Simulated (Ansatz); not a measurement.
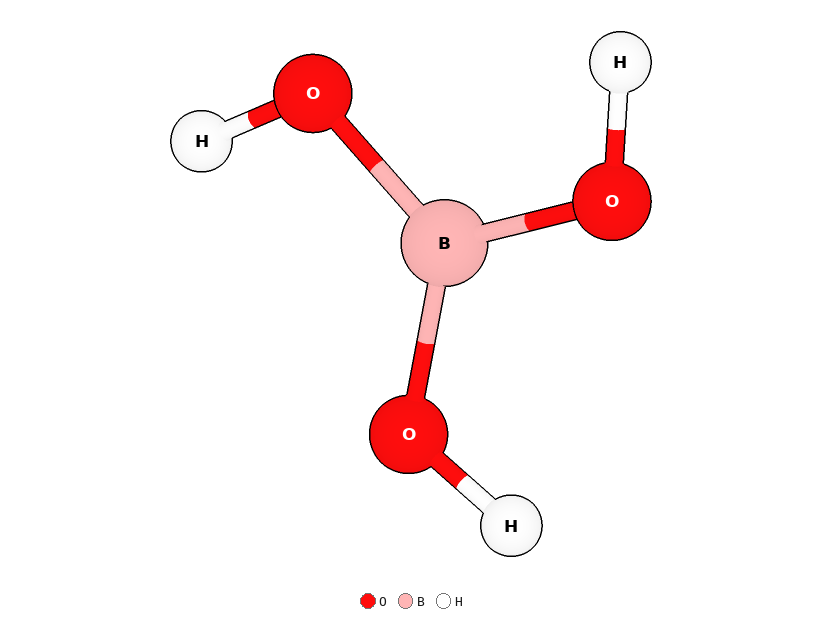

Computed geometry: PBE0-D4/def2-TZVP optimisation. No frequency run is at hand to confirm it as a minimum. Program: Ansatz 0.2.0.

Compare HOMO–LUMO gap (eV) at these levels: B3LYP-D4/def2-TZVPP; PBE-D4/def2-TZVPP; PBE0-D4/def2-TZVPP; r2SCAN-D4/def2-TZVPP; ωB97M-V/def2-TZVPP; ωB97X-V/def2-TZVPP.

```
               level  HOMO–LUMO gap (eV)
 B3LYP-D4/def2-TZVPP                9.24
   PBE-D4/def2-TZVPP                7.30
  PBE0-D4/def2-TZVPP                9.92
r2SCAN-D4/def2-TZVPP                8.46
  ωB97M-V/def2-TZVPP               13.77
  ωB97X-V/def2-TZVPP               14.32
```
